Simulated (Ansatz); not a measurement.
## Electronic structure of F2H3N2V (SMILES [NH]=[V]([NH2])([F])[F]) in real space

Input file:

```
crystal:
  periodic: [false, false, false]
  atoms:
    - {symbol: F, position_ang: [-0.427697, -0.124230, -2.064284]}
    - {symbol: F, position_ang: [1.283189, 1.570127, -0.585074]}
    - {symbol: N, position_ang: [-1.187296, 0.874377, 0.369907]}
    - {symbol: N, position_ang: [0.643927, -1.055966, 0.462924]}
    - {symbol: V, position_ang: [0.056113, 0.356248, -0.474808]}
    - {symbol: H, position_ang: [-1.998385, 1.335312, 0.780031]}
    - {symbol: H, position_ang: [0.270392, -1.432798, 1.326749]}
    - {symbol: H, position_ang: [1.451857, -1.580171, 0.128754]}
basis:
  gaussian: {orbitals: def2-TZVPD}
magnetization: {spin_polarized: false, initial_magnetization: 0}
hamiltonian: {xc: {name: PBE0}}
output: {forces: true, orbitals: {seedname: orbitals}}
```

Run with:

```sh
ansatz run input.yaml --threads 2 --pin off --max-ram 5220MiB --events-out events.jsonl --progress --plain --runs-dir runs
```

Geometry: PBE0-D4/def2-SVP.

Computed with Ansatz, isolated molecule in a Gaussian basis; Kohn-Sham density functional theory, functional PBE0.

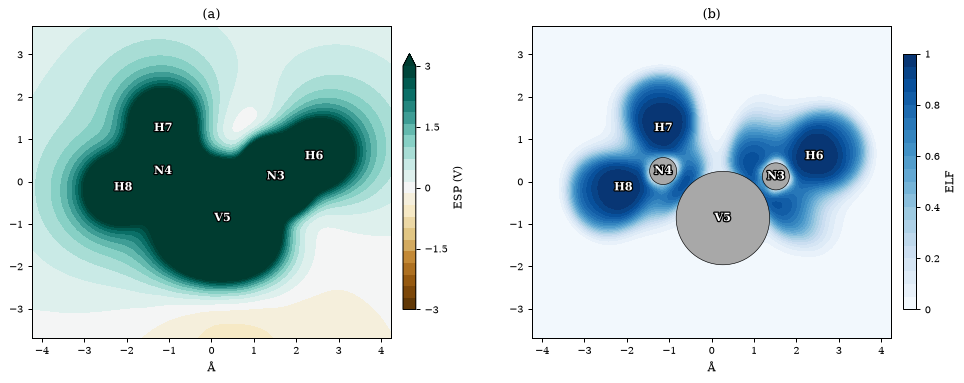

Figure 1. (a) electrostatic potential; (b) electron localisation function on the plane of atoms H7, N4 and H8. Grey discs cover the atomic cores in the ELF map.

> Interpret the plot.

- The section cuts through N, V and H sites.
- V–N (1.59 Å): the ELF peaks at about 0.75 in the valence shell of N, 0.5 Å from its nucleus, and is about 0.30 at the midpoint.
- N–H (1.01 Å): the ELF climbs to about 1 towards the hydrogen, as it does in any bond to H: a covalent bond by its length.
- V–N (1.79 Å): the ELF peaks at about 0.85 in the valence shell of N, 0.6 Å from its nucleus, and is about 0.35 at the midpoint.
- Outside the dense part of the molecule the potential is most negative (−0.5 V) near F1, which lies off the plane.

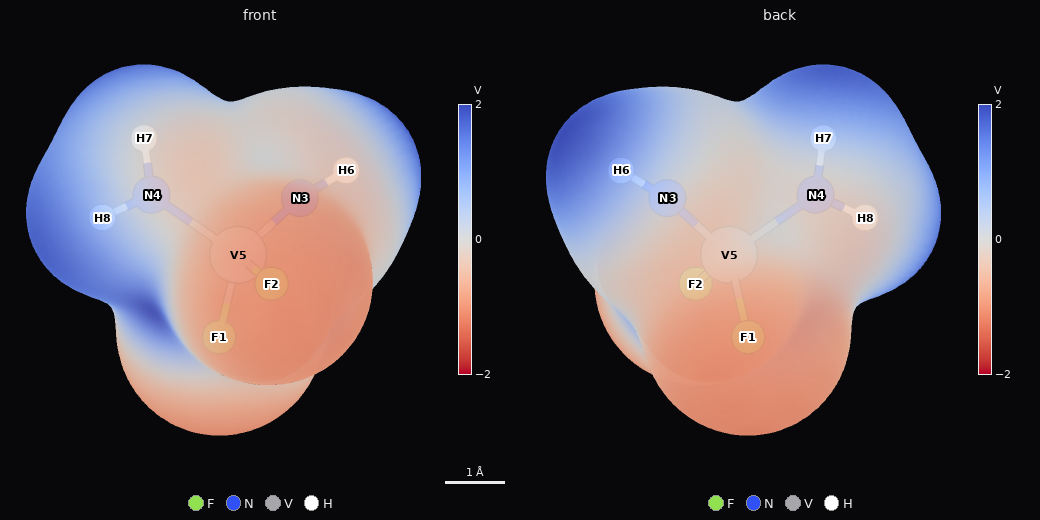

Figure 2. The molecular electrostatic potential painted on the density surface at 0.001 e/bohr³, seen from the front and from behind; the colour scale runs from red (negative) to blue (positive).

> Which sites attract a positive test charge, and which a negative one?

A positive charge is drawn to the negative regions and a negative charge to the positive ones. The most negative region (about −1.1 V) lies over F1 and F2, the most positive (about +1.9 V) over V5 and H6.

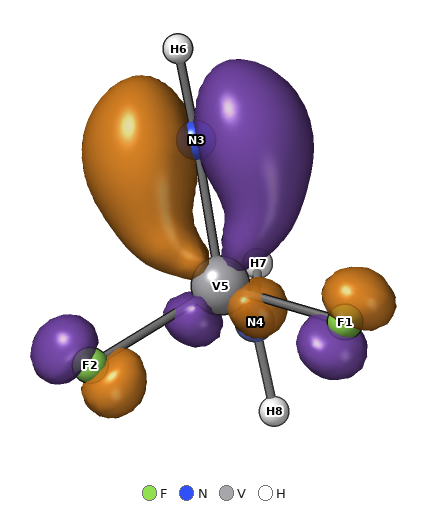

Figure 3. The HOMO−1 at ±0.2 Å⁻³ᐟ² (orange and purple are the two phases), seen at an oblique angle.

> Describe this orbital and give its energy.

It lies mainly on N3 (about 60 %), V5 (about 20 %), F2 (about 10 %) and F1 (about 10 %). Its energy is −8.82 eV.
